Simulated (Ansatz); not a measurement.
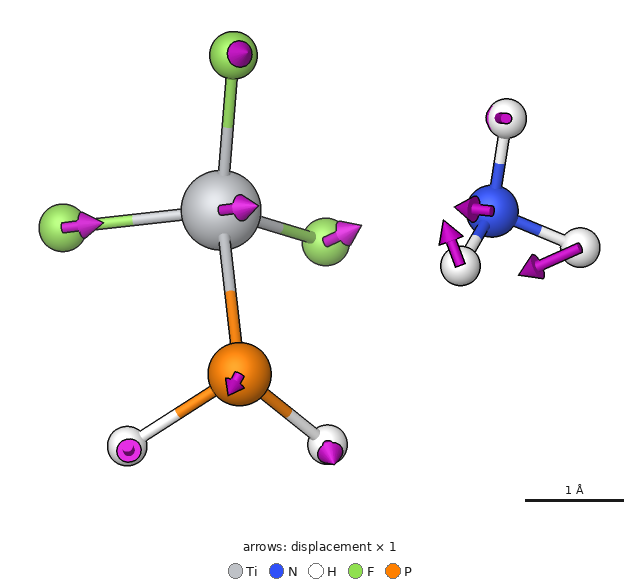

This is a relaxation of TiPNH5F3. The starting structure is drawn; purple arrows show the displacements, at their true length. The two geometries are superimposed by the best rigid fit.

The picture is a ball-and-stick view, seen at a tilt.

The run prepares an end point of a later path (reaction) calculation, from a guessed geometry.

The calculation used RKS PBE0-D4/def2-SVP in Ansatz 0.2.0.

The input:
```yaml
crystal:
  periodic: [false, false, false]
  atoms:
    - { symbol: Ti, position_ang: [-0.547138, -0.060076, -0.394775] }
    - { symbol: "N", position_ang: [-0.102862, -0.270008, 2.809489] }
    - { symbol: H, position_ang: [-0.079201, -1.110753, 3.383075] }
    - { symbol: H, position_ang: [0.719711, 0.285615, 3.034354] }
    - { symbol: F, position_ang: [0.760112, 1.022338, -0.042162] }
    - { symbol: F, position_ang: [-1.081878, 0.294028, -1.998567] }
    - { symbol: F, position_ang: [-0.154693, -1.745451, -0.317923] }
    - { symbol: P, position_ang: [-2.47101, 0.475993, 0.985551] }
    - { symbol: H, position_ang: [-3.399738, 0.466844, -0.104436] }
    - { symbol: H, position_ang: [-2.6193, -0.92172, 1.255931] }
    - { symbol: H, position_ang: [-0.929302, 0.28289, 3.102562] }
basis:
  gaussian: { orbitals: def2-SVP }
hamiltonian:
  xc: pbe0
  dispersion: d4
relax:
  f_tol: 0.03
  max_steps: 50
```

Run as
```bash
ansatz run input.yaml --threads 4 --pin off --max-ram 5120MiB --backend cpu --events-out ev --progress --plain --runs-dir out
```

### Which element moves most?

Hydrogen: up to 0.75 Å, against 0.51 Å for titanium.

### Describe the change and its energy.

Over 13 geometry steps the energy falls by 15.0 kcal/mol. The largest force component goes from 0.65 to 0.023 eV/Å. The forces were under the threshold at step 10, but the run went on from there. The largest move after the best rigid fit is that of H3, 0.75 Å. Largest moves by element: H 0.75 Å, Ti 0.51 Å, F 0.49 Å, N 0.46 Å, P 0.27 Å. Among the contacts that change: Ti1–H3 3.949 → 2.853 Å, Ti1–N2 3.242 → 2.288 Å, Ti1–H4 3.672 → 2.760 Å, Ti1–H11 3.535 → 2.855 Å. New bonds form, among them: Ti1–N2 (3.24 → 2.29 Å). Bond angles that change, for instance: F6–Ti1–P8 103.7° → 92.5°, F7–Ti1–P8 111.7° → 117.7°, F5–Ti1–P8 110.1° → 115.8°. The run took 43 s on 4 threads of Arm Neoverse V2, with other jobs on the host, peak memory 0.37 GiB.

Limits of the set-up: the start holds two separate molecules, 2.6 Å apart at their closest, whose relative position is a soft coordinate.
